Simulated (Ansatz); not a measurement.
The starting structures come from a database of crystals and need not be the phases stable at ambient conditions.

 Where the default PAW files enter, the runs use the earlier of Ansatz's two default sets.

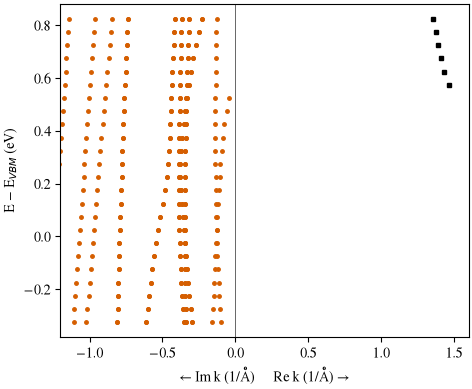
*Complex bands at the centre of the two-dimensional zone; PBEsol run with Ansatz (a quantum-chemistry and plane-wave program)*

No gap correction and no spin-orbit coupling; mid-gap values are interpolated between computed energies.

Task: This is SrAlSiH (P3m1, not sure to be the ambient phase, 4 atoms a cell, 19.2 Å³ an atom, -2 GPa at this level) along the normal of (110). Read off the slowest decay at the centre of the two-dimensional zone at 0.28 eV, the computed energy nearest the middle of the gap.

Result: κ ≈ 0.10 1/Å, a decay length 1/(2κ) of the density of 4.9 Å.
